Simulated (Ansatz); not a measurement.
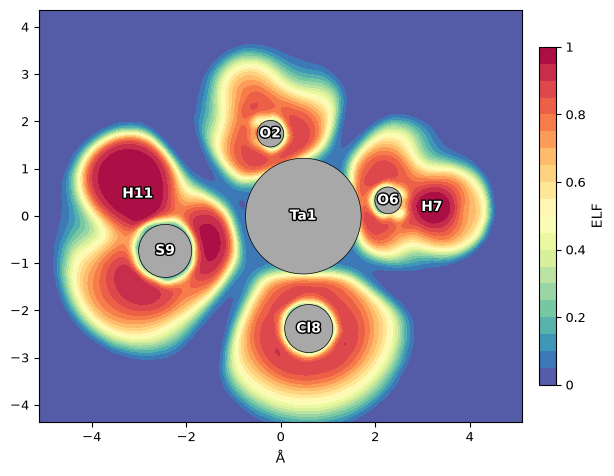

The picture shows: Cl₃H₄O₂STa. ELF on the plane of atoms O2, Ta1 and S9. Grey discs cover the atomic cores.

Core potentials replace the inner electrons of Ta.

The calculation used RHF/def2-SVP in Ansatz.

```xyz
11

Ta   -0.0254   -0.0300   -0.0425
O     1.7993    0.4054    0.0526
H     2.5939    0.3571    0.5584
Cl    0.2893   -1.1219    2.0817
Cl   -0.0375    0.3977   -2.3728
O    -0.7933    1.5207    0.5451
H    -1.4536    2.1505    0.7859
Cl   -2.0243   -1.3206   -0.2617
S     1.0648   -2.6390   -1.0863
H     1.1417   -3.3361    0.0498
H     2.3712   -2.3688   -1.1460
```

Describe what can be read from this map.

Answer. The plane passes through Ta, O, H, Cl and S nuclei.
Ta–O (1.83 Å): the ELF peaks at about 0.80 in the valence shell of O, 0.5 Å from its nucleus, and drops to about 0.20 between the two atoms.
Ta–Cl (2.39 Å): the ELF peaks at about 0.85 in the valence shell of Cl, 0.8 Å from its nucleus, and is about 0.40 at the midpoint.
Ta–S (3.01 Å): the ELF peaks at about 1 in the valence shell of S, 1.0 Å from its nucleus, and is about 0.40 at the midpoint.
O–H (0.94 Å): the ELF climbs to about 1 towards the hydrogen, as it does in any bond to H; an ordinary covalent bond to hydrogen.
Ta–O (1.88 Å): the ELF peaks at about 0.85 in the valence shell of O, 0.5 Å from its nucleus, and drops to about 0.20 between the two atoms.
